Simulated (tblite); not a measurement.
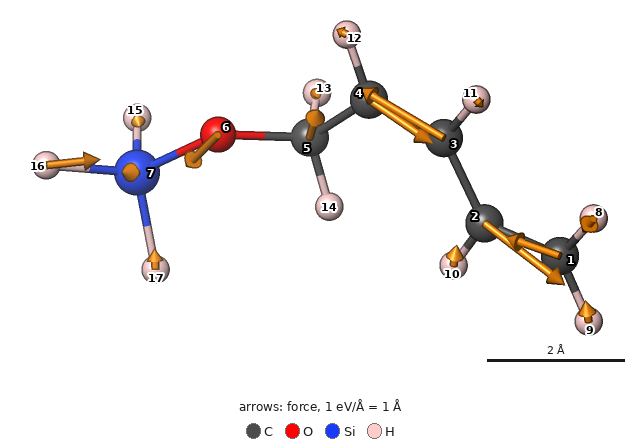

Starting geometry of C5H10OSi with the computed forces as orange arrows. A ball-and-stick model, seen at a tilt.

Method: GFN2-xTB geometry optimisation, gas phase in tblite. 

Question: Is this structure relaxed? If not, where do the atoms go?

Answer: It isn't relaxed: the largest force vector, on C atoms, is 1.59 eV/Å. The final displacements have little in common with the starting forces (cosine between the two patterns 0.10). After 143 geometry steps the energy has fallen by 0.212 eV. The atom that moves furthest after the best rigid fit is H16 (1.38 Å). Largest moves by element: H 1.38 Å, C 0.54 Å, Si 0.40 Å, O 0.34 Å. Some distances before and after: Si7–H16 1.493 → 1.452 Å, O6–Si7 1.655 → 1.618 Å, C1–C2 1.355 → 1.329 Å, C3–C4 1.358 → 1.333 Å. Among the angles between lasting bonds that change: C5–O6–Si7 118.2° → 129.4°, O6–Si7–H16 110.0° → 99.0°, H16–Si7–H17 109.4° → 114.0°. Groups turn about C4–C5 by about 55°.
